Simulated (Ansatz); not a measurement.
Exact exchange and the HOMO–LUMO gap of F2 (fluorine)

F2: 2 atoms, total charge 0, spin state singlet. SMILES: `FF`. The coordinates come from a PBE0-D4/def2-TZVP relaxation.

The HOMO–LUMO gap y, in eV, basis cc-pVTZ; a is the functional's share of exact exchange. Programs: Ansatz 0.2.0.

```
functional  program     a  y (eV)
      BLYP   Ansatz     0    4.22
       PBE   Ansatz     0    4.17
     B3LYP   Ansatz   0.2    7.59
      PBE0   Ansatz  0.25       ?
   r2SCAN0   Ansatz  0.25    9.03
     BHLYP   Ansatz   0.5   12.70
```

Problem. Fit y = c + s·a to the known rows and predict PBE0.

Solution. 
1. Means of the 5 rows: a = 0.1900, y = 7.542.
2. Σ(Δa)² = 0.172, Σ(Δa·Δy) = 2.9606, so the slope is 2.9606/0.172 = 17.213.
3. Intercept: 7.542 − (17.213) × 0.1900 = 4.272. The largest residual of the fit is 0.46.
4. PBE0: 4.272 + (17.213) × 0.25 = 8.58 eV.

The run gave 8.42 eV, so the prediction is off by +0.16 eV, within the largest residual. Exact exchange lowers occupied levels and raises empty ones.

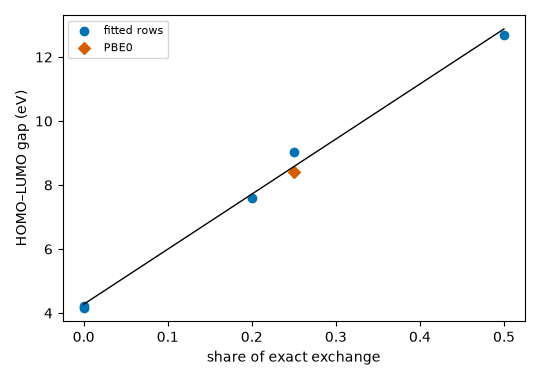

The fitted line, with the withheld row.
